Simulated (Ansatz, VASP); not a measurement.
# Be2Ge: VASP beside Ansatz, part 2 of 2

One calculation is typed for both programs; each brings its own data sets. How far apart do they land? The cell is generated by rule, not measured, and may not be a known phase. The cell is taken from a series of VASP runs on this material, whose earlier steps may have relaxed, scaled or displaced it; both programs get it as it stands. Valence electrons are named where the data sets of a main pair hold unlike numbers.

VASP 6.6.1 and Ansatz 0.2.0.

So far: Set-up; Ansatz: band structure, PBEsol, spin-orbit coupling; VASP: band structure, PBEsol, spin-orbit coupling.

### Step 3. VASP: band structure, PBEsol, spin-orbit coupling (continued)

Level of this step: PBEsol, spin-orbit coupling; plane waves and PAW (Ge_d, Be); invented cell (VASP).

Numbers of over 12 decimals in the logs are rounded to 6 here.

From OUTCAR (step 3):

```text
ion  position               nearest neighbor table
   1  0.000  0.000  0.000-   3 2.26   3 2.26   3 2.26   2 2.26   3 2.26   2 2.26   2 2.26   2 2.26

  LATTYP: Found a face centered cubic cell.
 ALAT       =     5.2093200000

 Subroutine GETGRP returns: Found 48 space group operations
 (whereof 48 operations were pure point group operations)

The static configuration has the point symmetry O_h .

 Found     47 irreducible k-points:

   k-points           NKPTS =     47   k-points in BZ     NKDIM =     47   number of bands    NBANDS=     30

   dimension x,y,z NGX =    24 NGY =   24 NGZ =   24
   dimension x,y,z NGXF=    48 NGYF=   48 NGZF=   48

   ENCUT  =  410.0 eV  30.13 Ry    5.49 a.u.   6.08  6.08  6.08*2*pi/ulx,y,z

   NELECT =      18.0000    total number of electrons

 k-points in reciprocal lattice and weights: Automatic mesh
   0.00000000  0.00000000  0.00000000       0.001
   0.10000000  0.00000000  0.00000000       0.008
   0.20000000  0.00000000  0.00000000       0.008
   0.30000000  0.00000000  0.00000000       0.008
   0.40000000  0.00000000  0.00000000       0.008
   0.50000000  0.00000000  0.00000000       0.004
   0.10000000  0.10000000  0.00000000       0.006
   0.20000000  0.10000000  0.00000000       0.024
   0.30000000  0.10000000  0.00000000       0.024
[...]
-0.30000000  0.40000000  0.20000000       0.024
  -0.30000000  0.50000000  0.20000000       0.012

 average (electrostatic) potential at core
       1 -71.8882       2 -33.8903       3 -33.8903

 E-fermi :   7.4514

 k-point     1 :       0.0000    0.0000    0.0000
  band No.  band energies     occupation
    ...
      8     -17.3162      1.00000
      9     -17.3162      1.00000
     10     -17.3162      1.00000
     11      -6.1173      1.00000
     12      -6.1173      1.00000
     13       7.7242      0.00000
     14       7.7242      0.00000
     15       7.9501      0.00000
     16       7.9501      0.00000
     17       7.9501      0.00000
    ...

 k-point     2 :       0.1000    0.0000    0.0000
  band No.  band energies     occupation
    ...
     14       5.7917      1.00000
     15       6.9989      1.00000
     16       6.9989      1.00000
     17       7.0958      1.00000
     18       7.0958      1.00000
     19       8.8218      0.00000
     20       8.8218      0.00000
     21       8.9008      0.00000
     22       8.9008      0.00000
     23       9.3260      0.00000
    ...

 k-point     3 :       0.2000    0.0000    0.0000
  band No.  band energies     occupation
    ...
     14       3.5720      1.00000
     15       6.2956      1.00000
     16       6.2956      1.00000
     17       6.4008      1.00000
     18       6.4008      1.00000
     19       9.3872      0.00000
     20       9.3872      0.00000
     21       9.4328      0.00000
     22       9.4328      0.00000
     23       9.7919      0.00000
    ...

  Total        1.6588793      1.6588793      1.6588793      0.0000000      0.0000000      0.0000000
  in kB       75.2042270     75.2042270     75.2042270      0.0000000      0.0000000      0.0000000
  external PRESSURE =      75.2042270 kB  Pullay stress =       0.0000000 kB

  energy-cutoff  :      410.00
  volume of cell :       35.34
      direct lattice vectors                 reciprocal lattice vectors
     0.000000000  2.604660000  2.604660000    -0.191963634  0.191963634  0.191963634
     2.604660000  0.000000000  2.604660000     0.191963634 -0.191963634  0.191963634
     2.604660000  2.604660000  0.000000000     0.191963634  0.191963634 -0.191963634

 POSITION                                       TOTAL-FORCE (eV/Angst)
 -----------------------------------------------------------------------------------
      0.00000      0.00000      0.00000        -0.000000     -0.000000     -0.000000
      1.30233      1.30233      1.30233        -0.000000     -0.000000      0.000000
      3.90699      3.90699      3.90699         0.000000      0.000000      0.000000
 -----------------------------------------------------------------------------------
    total drift:                               -0.000000      0.000000      0.000000

  FREE ENERGIE OF THE ION-ELECTRON SYSTEM (eV)
  ---------------------------------------------------
  free  energy   TOTEN  =       -12.2256693624 eV

  energy  without entropy=      -12.2253697048  energy(sigma->0) =      -12.22551953

 Spin-Orbit-Coupling matrix elements
 Ion:    1  E_soc:     -0.0187751
 Ion:    2  E_soc:     -0.0000031
 Ion:    3  E_soc:     -0.0000031

 total charge
# of ion       s       p       d       tot
------------------------------------------
    1        1.090   1.658  10.013  12.762
    2        0.379   0.650   0.000   1.029
    3        0.379   0.650   0.000   1.029
--------------------------------------------------
tot          1.847   2.959  10.013  14.820

 magnetization (x)
# of ion       s       p       d       tot
------------------------------------------
    1        0.000   0.000  -0.000   0.000
    2        0.000   0.000   0.000   0.000
    3        0.000   0.000   0.000   0.000
--------------------------------------------------
tot          0.000   0.000  -0.000   0.000

 magnetization (y)
# of ion       s       p       d       tot
------------------------------------------
    1       -0.000  -0.000   0.000  -0.000
    2        0.000   0.000   0.000   0.000
    3        0.000   0.000   0.000   0.000
--------------------------------------------------
tot         -0.000  -0.000   0.000  -0.000

 magnetization (z)
# of ion       s       p       d       tot
------------------------------------------
    1        0.000  -0.000  -0.000   0.000
    2       -0.000   0.000   0.000  -0.000
    3       -0.000   0.000   0.000  -0.000
--------------------------------------------------
tot         -0.000  -0.000  -0.000  -0.000

[... 3 further parts left out ...]
```

The run ends at a pressure of 7.52 GPa.

### Step 4. Differences

Known differences besides the potentials themselves: spin-orbit coupling enters by fully relativistic files in Ansatz and inside the spheres in VASP; the cutoff is 420 eV in Ansatz and 410 eV in VASP; Ansatz makes its cores anew for this functional, VASP keeps those of its PBE data sets. Total energies have different zeros and are not compared.

Compared:

| quantity | Ansatz | VASP | difference |
| --- | --- | --- | --- |
| pressure (GPa) | 7.72 | 7.52 | +0.20 |

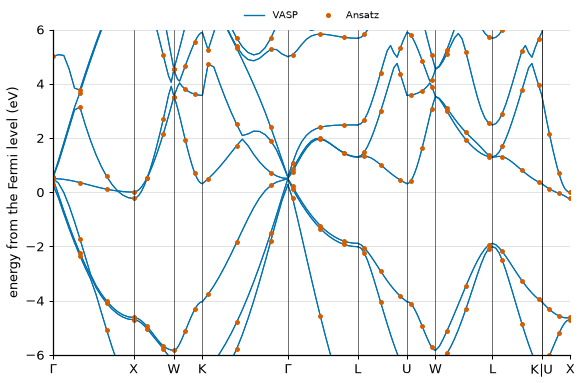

Bands from VASP (lines) and levels from Ansatz (dots). Dots without a line are higher empty bands that the VASP plot leaves out.

Levels from 3 eV below to 2 eV above the Fermi level differ by 4 meV r.m.s. and 7 meV at most; each VASP level is matched to the nearest of Ansatz, which flatters the figure a little.

### Step 5. Results

```json
{
 "r.m.s. difference of levels near the Fermi level (band structure, PBEsol, spin-orbit coupling)": "3.5 meV"
}
```

**Reading.** The r.m.s. difference of levels near the Fermi level is 3.5 meV (band structure, PBEsol, spin-orbit coupling), within the 80 meV picked in this series as the mark of a large difference. 1 further run of this series is not shown here. Such differences can come from data sets, numerical settings and the points named under the comparisons, not from the functional's error against experiment.

[Lines on the potential files, build, host, timing and source positions are cut from VASP's logs without a mark.]

[Logs are printed without paths, hosts, clocks, repeated set-up lines and the standing remarks that a program may print on its own settings, such as how far it seeks lower states.]

[Hosts, paths, dates, database ids (printed as entryN), source tags and the programs' standing remarks are cut or masked in the printed files.]
